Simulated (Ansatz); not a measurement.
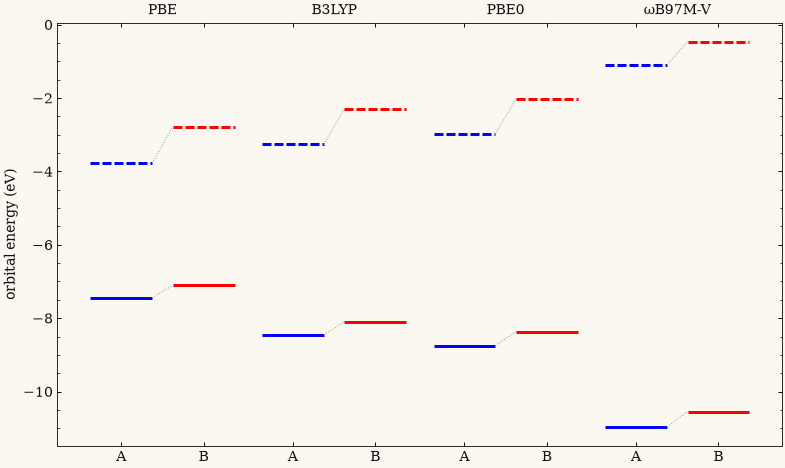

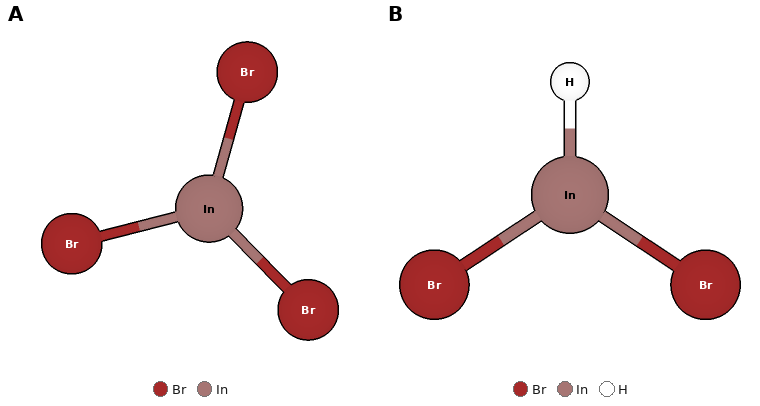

One change: A, InBr₃ (SMILES [Br][In]([Br])[Br]), becomes B, InHBr₂ (SMILES [Br][InH][Br]). Br on In is replaced by H. HOMO (solid) and LUMO (dashed) computed in def2-TZVPP at PBE0-D4/def2-TZVP geometries, both minima by their frequencies, gas phase, the Ansatz code 0.2.0.

Q: What does the change do to HOMO and LUMO?

A: PBE: the HOMO rises by 0.34 eV, the LUMO rises by 1.00 eV, and the separation goes from 3.66 to 4.33 eV. B3LYP: the HOMO rises by 0.37 eV, the LUMO rises by 0.97 eV, and the separation goes from 5.20 to 5.80 eV. PBE0: the HOMO rises by 0.38 eV, the LUMO rises by 0.95 eV, and the separation goes from 5.77 to 6.33 eV. ωB97M-V: the HOMO rises by 0.42 eV, the LUMO rises by 0.62 eV, and the separation goes from 9.87 to 10.08 eV.

Q: Do the functionals agree on the effect?

A: They agree on the direction for both levels; the HOMO shift lies between 0.34 and 0.42 eV and the LUMO shift between 0.62 and 1.00 eV, while the separations themselves differ by up to 6.2 eV between functionals.

Note: core potentials past krypton; spin-orbit coupling is left out, and with In it can shift these values.
